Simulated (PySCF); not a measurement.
**C6H18N2Si (SMILES CC(C)N[SiH2]CN(C)C): density, localisation and related maps**

Input file:

```
{"job": {"kind": "nmr", "xc": "PBE0", "basis": "pcSseg-1"}, "charge": 0, "multiplicity": 1}
C     -2.902690     1.168045     0.822407
C     -2.234353    -0.193096     0.613253
C     -3.062652    -1.055509    -0.327464
N     -0.899862    -0.002798     0.092781
Si    -0.074656    -0.822432    -1.152744
C      1.618048     0.047580    -1.197107
N      2.089946     0.430411     0.123812
C      3.198516     1.360356     0.047983
C      2.447854    -0.727200     0.913488
H     -3.903678     1.044467     1.228276
H     -2.321914     1.774786     1.514059
H     -2.969772     1.693043    -0.127357
H     -2.176935    -0.703751     1.590333
H     -3.138308    -0.575949    -1.298472
H     -4.061704    -1.198600     0.076426
H     -2.594925    -2.025891    -0.459880
H     -0.348913     0.624971     0.661112
H      0.090837    -2.275057    -0.933915
H     -0.713010    -0.668937    -2.470060
H      1.520817     0.960328    -1.786486
H      2.356724    -0.580159    -1.721348
H      2.882111     2.253411    -0.489668
H      3.494230     1.650587     1.056466
H      4.076820     0.936249    -0.465302
H      1.580564    -1.376818     1.013411
H      3.268851    -1.309175     0.462778
H      2.758162    -0.402437     1.907047
```

Run with:

```sh
OMP_NUM_THREADS=1 python probes_run.py task.json out
```

Geometry: GFN2-xTB.

Level of theory: PySCF, PBE0/pcSseg-1, SCF density, gas phase, non-relativistic.

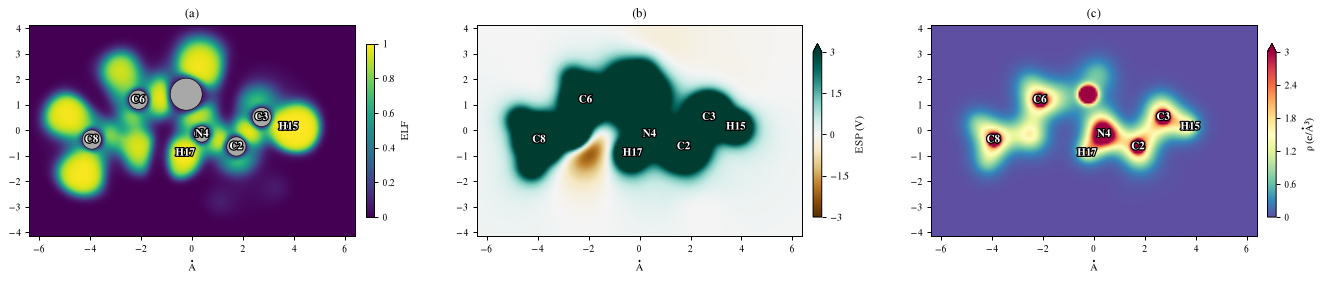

Figure 1. (a) ELF; (b) molecular electrostatic potential; (c) electron density on the plane of atoms C3, C2 and N4. Grey discs cover the atomic cores in the ELF map.

What does the map show?

The section cuts through C, N and H sites. C–N (1.44 Å): the density is about 1.9 e/Å³ at the midpoint; the ELF peaks at about 0.95 between the atoms: a shared electron pair. C–C (1.52 Å): ρ at the midpoint is about 1.7 e/Å³; the ELF peaks at about 0.95 between the atoms: localised, covalent bonding. N–H (1.01 Å): ρ is about 2.8 e/Å³ halfway; the ELF climbs to about 1 towards the hydrogen, as it does in any bond to H; an ordinary covalent bond to hydrogen. C–H (1.09 Å): ρ at the midpoint is about 2 e/Å³; the ELF climbs to about 1 towards the hydrogen; an ordinary covalent bond to hydrogen. Outside the dense part of the molecule the potential is most negative (−2.2 V) near N7, which lies off the plane.

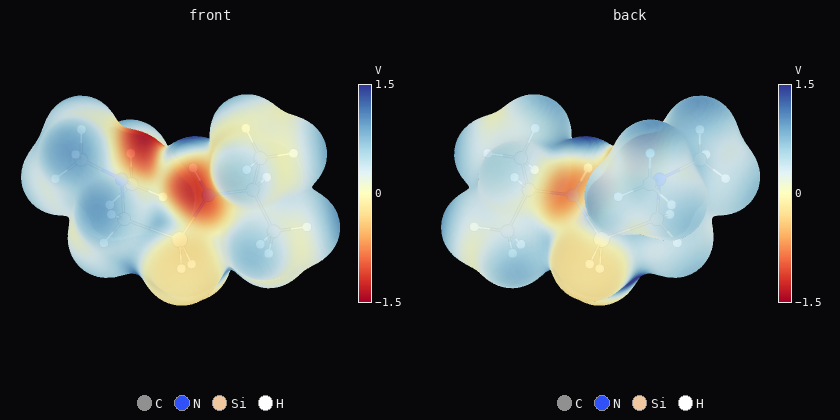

Figure 2. The molecular electrostatic potential painted on the density surface at 0.004 e/bohr³, seen from the front and from behind; red is negative and blue positive.

Which sites attract a positive test charge, and which a negative one?

A positive charge is drawn to the negative regions and a negative charge to the positive ones. The most negative region (about −1.3 V, or −30 kcal/mol for a unit charge) lies over N7, the most positive (about +1.4 V, or +32 kcal/mol for a unit charge) over Si5 and H17. N7 is the likeliest acceptor of a hydrogen bond.
